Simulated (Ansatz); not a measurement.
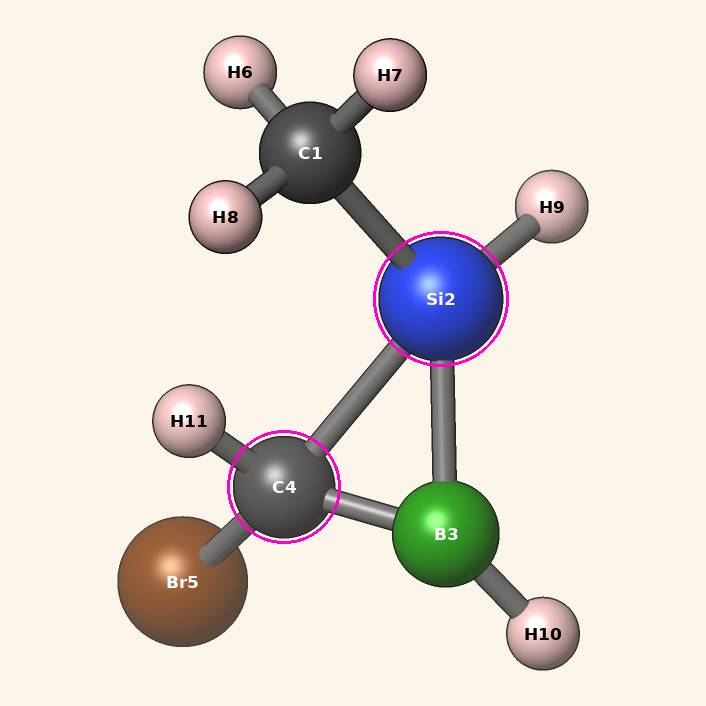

Atoms fade into the background with distance from the viewer. Circles mark the stereogenic atoms. Computed geometry: PBE0-D4/def2-TZVP optimisation. No frequency run is at hand to confirm it as a minimum.

**Give the R/S and E/Z labels.**

Si2: R (priorities C4 > C1 > B3 > H9); C4: S (priorities Br5 > Si2 > B3 > H11).
